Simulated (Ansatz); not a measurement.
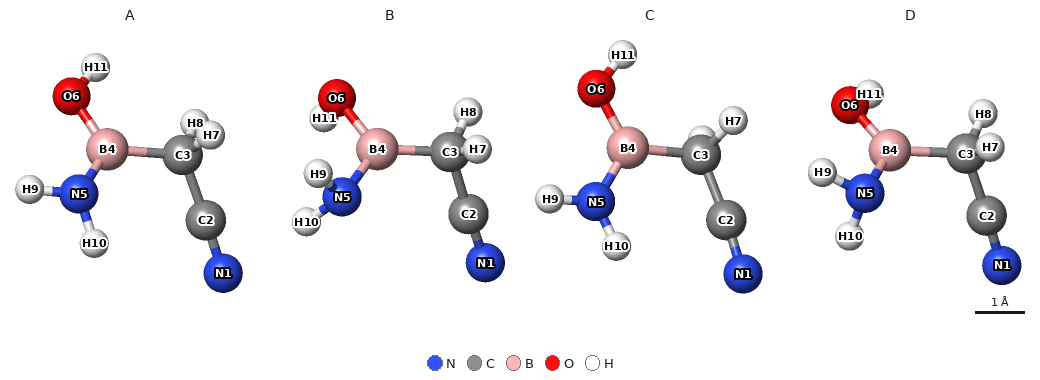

4 geometries from one relaxation of C2H5BN2O (coarse preliminary run), in shuffled order. A ball-and-stick model, seen at a tilt.

The start comes from a force field.

Computed with RKS PBE-D4/def2-SVP (Ansatz 0.2.0). (force threshold 0.03 eV/Å; at most 200 steps)

**Order the frames from highest to lowest energy.**

B, D, A, C. They are steps 0, 5, 9, 18, at +188.4 kJ/mol, +78.4 kJ/mol, +16.7 kJ/mol relative to the last. The largest move after the best rigid fit is that of H11, 1.86 Å. By element the largest moves are H 1.86 Å, N 1.07 Å, O 0.59 Å, C 0.42 Å, B 0.22 Å. Near-neighbour distances that change, for instance: B4–O6 1.513 → 1.380 Å, B4–N5 1.492 → 1.404 Å, C3–B4 1.535 → 1.617 Å, C3–H7 1.164 → 1.113 Å. Among the angles between lasting bonds that change: B4–N5–H9 110.1° → 122.4°, B4–N5–H10 110.6° → 122.6°, H9–N5–H10 106.8° → 115.0°. Groups turn about B4–O6 by about 90°, C3–B4 by about 65°. The energy falls by 188.4 kJ/mol in 18 geometry steps. Largest force component: 3.7 eV/Å at the start, 0.0039 eV/Å at the end. Cost: 24 s on 4 threads of Arm Neoverse V1, on a shared host.
